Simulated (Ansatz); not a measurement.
# HF/3-21G run of CH6B2O (SMILES BB(C)O)

Aim: the vertical ionisation energy of CH6B2O at HF/3-21G, from 2 runs. 

Program for the calculation: Ansatz 0.2.0.

69 further runs of the same task are left out: 69 set aside as unsound or not needed.

**1. Starting point**

CH6B2O has 10 atoms, charge 0, and is taken as a singlet. SMILES: `BB(C)O`. Geometry: relaxed at PBE0-D4/def2-TZVP. This is one conformer, not always the lowest.

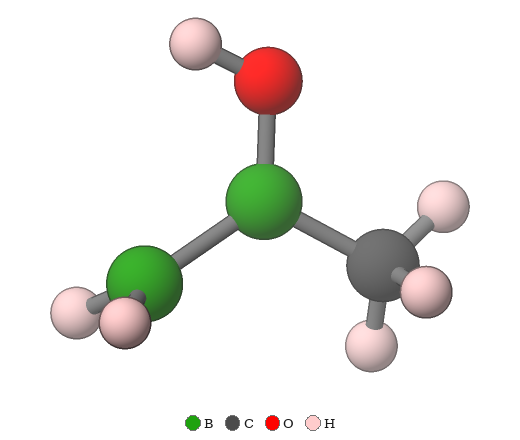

The structure, seen from a chosen angle (boron green, carbon dark grey, oxygen red, hydrogen pink).

**2. The energy at HF/3-21G**

The input, input.yaml:

```yaml
crystal:
  periodic: [false, false, false]
  atoms:
    - {symbol: B, position_ang: [-1.157400, 0.826800, -0.622100]}
    - {symbol: B, position_ang: [0.289400, 0.045900, -0.271000]}
    - {symbol: C, position_ang: [0.377300, -0.834700, 1.032200]}
    - {symbol: O, position_ang: [1.432600, 0.117800, -1.017900]}
    - {symbol: H, position_ang: [-2.010400, 0.312100, -1.292200]}
    - {symbol: H, position_ang: [-1.440400, 1.898900, -0.162200]}
    - {symbol: H, position_ang: [-0.546500, -1.371000, 1.265900]}
    - {symbol: H, position_ang: [1.200400, -1.552500, 0.975700]}
    - {symbol: H, position_ang: [0.572700, -0.174500, 1.886700]}
    - {symbol: H, position_ang: [1.365300, 0.679800, -1.792300]}
basis:
  gaussian: {orbitals: 3-21G.json}
hamiltonian: {xc: hf}
accuracy: high
output: {orbitals: {seedname: orbitals}}
```

The basis set 3-21G is read from a file made from the Basis Set Exchange's data (not shown).

Command:

```console
ansatz run input.yaml --threads 1 --pin off --max-ram 3480MiB --events-out events.jsonl --progress --plain --runs-dir runs
```

Standard output:

```text
Warning: RAYON_NUM_THREADS=1 ignored (pool sized by the plan → 1); use --threads N
Functional definition: HF
  name "HF"
  exchange = exact_x
  correlation = 0
1135 factors; integrals over basis functions are off by at most 9.2e-9 eV
mean field evaluation 1: about -4479.3117 eV, gradient 3.1e1 eV
mean field evaluation 2: about -4479.2996 eV, gradient 3.1e1 eV
mean field evaluation 4: about -4481.5868 eV, gradient 2.9e0 eV
mean field evaluation 8: about -4481.6145 eV, gradient 1.0e-4 eV
mean field -4481.61447442 eV, -164.6962941876 hartree, gradient 2.8e-8 eV, S^2 0.000000; 0 other end points of the search recorded, 0 dependent functions left out
reference -4481.61447442 eV, -164.6962941876 hartree; 15, 15 occupied and 33, 33 virtual orbitals, 1135 factors
Total energy: -4481.61447442 eV, -164.6962941876 hartree
```

It took 0.42 s on 1 thread of Arm Neoverse V2, shared host; peak memory 0.095 GiB.

**3. The doublet cation, same level**

The input, job.yaml:

```yaml
basis:
  gaussian:
    orbitals: 3-21G.json
crystal:
  periodic: [false, false, false]
  atoms:
    - {symbol: B, position_ang: [-1.157400, 0.826800, -0.622100]}
    - {symbol: B, position_ang: [0.289400, 0.045900, -0.271000]}
    - {symbol: C, position_ang: [0.377300, -0.834700, 1.032200]}
    - {symbol: O, position_ang: [1.432600, 0.117800, -1.017900]}
    - {symbol: H, position_ang: [-2.010400, 0.312100, -1.292200]}
    - {symbol: H, position_ang: [-1.440400, 1.898900, -0.162200]}
    - {symbol: H, position_ang: [-0.546500, -1.371000, 1.265900]}
    - {symbol: H, position_ang: [1.200400, -1.552500, 0.975700]}
    - {symbol: H, position_ang: [0.572700, -0.174500, 1.886700]}
    - {symbol: H, position_ang: [1.365300, 0.679800, -1.792300]}
total_charge: 1
magnetization:
  spin_polarized: true
  initial_magnetization: 1
hamiltonian:
  xc: hf
accuracy: high
output: {orbitals: {seedname: orbitals}}
```

The basis set 3-21G is read from a file made from the Basis Set Exchange's data (not shown).

Command:

```console
ansatz run job.yaml --threads 1 --pin off --max-ram 3480MiB --events-out events.jsonl --progress --plain --runs-dir runs
```

Standard output:

```text
Warning: RAYON_NUM_THREADS=1 ignored (pool sized by the plan → 1); use --threads N
[... 4 set-up lines as earlier in the session ...]
1135 factors; integrals over basis functions are off by at most 9.2e-9 eV
mean field evaluation 1: about -4466.8938 eV, gradient 3.3e1 eV
mean field evaluation 2: about -4467.1099 eV, gradient 3.3e1 eV
mean field evaluation 4: about -4471.7597 eV, gradient 3.0e0 eV
mean field evaluation 8: about -4471.8570 eV, gradient 2.1e-1 eV
mean field evaluation 16: about -4471.8593 eV, gradient 1.1e-5 eV
mean field evaluation 32: about -4470.4701 eV, gradient 1.0e0 eV
mean field -4471.85931302 eV, -164.3377986182 hartree, gradient 3.5e-8 eV, S^2 0.765551; 0 other end points of the search recorded, 0 dependent functions left out
reference -4471.85931302 eV, -164.3377986182 hartree; 15, 14 occupied and 33, 34 virtual orbitals, 1135 factors
Total energy: -4471.85931302 eV, -164.3377986182 hartree
```

It took 0.7 s on 1 thread of Arm Neoverse V2, shared host; peak memory 0.11 GiB.

**4. Outcome**

At HF/3-21G:

| quantity | value |
| --- | --- |
| singlet CH6B2O: total energy | -164.69629 Eh |
| singlet CH6B2O: HOMO energy | -10.89 eV |
| singlet CH6B2O: LUMO energy | 2.06 eV |
| singlet CH6B2O: HOMO–LUMO gap | 12.94 eV |
| doublet cation: total energy | -164.33780 Eh |
| doublet cation: HOMO energy (highest over α and β) | -19.34 eV |
| doublet cation: LUMO energy (lowest over α and β) | -8.61 eV |
| doublet cation: ⟨S²⟩ | 0.766 |
| vertical ionisation energy (to the doublet cation) | 9.755 eV |

What this shows: The vertical ionisation energy comes to 9.76 eV (225 kcal/mol). The negative HOMO energy of the first species, 10.89 eV, lies 1.13 eV above that difference.
